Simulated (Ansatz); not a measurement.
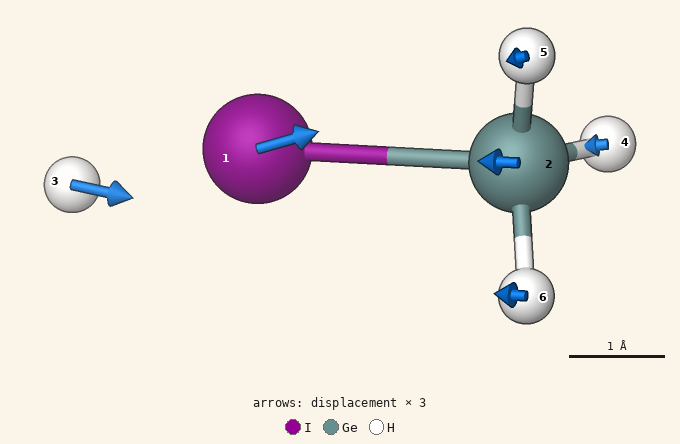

This is a saddle-point search of GeH₄I (multiplicity 2) (coarse preliminary run). The starting structure is drawn; blue arrows show the displacements, 3 times their true length. The two geometries are superimposed by the best rigid fit.

A ball-and-stick model, seen at a tilt.

The reaction that was planned forms I1–H3 and breaks I1–Ge2 (atoms numbered from 1 in input order).

All numbers below come from UKS PBE0-D4/def2-SVP in Ansatz. 

> What happened in the run?

The largest moves after the best rigid fit, 0.24 Å, are those of I1 and H3. Largest moves by element: H 0.24 Å, I 0.24 Å, Ge 0.16 Å. Some distances before and after: I1–Ge2 2.973 → 2.587 Å. Bond angles that change, for instance: I1–Ge2–H6 104.2° → 107.0°, I1–Ge2–H4 105.3° → 107.4°. The search converged after 9 steps with a largest force component of 0.013 eV/Å and a curvature of −2.14 eV/Å² along the mode that it followed. The run took about 110 core-seconds on a shared host.
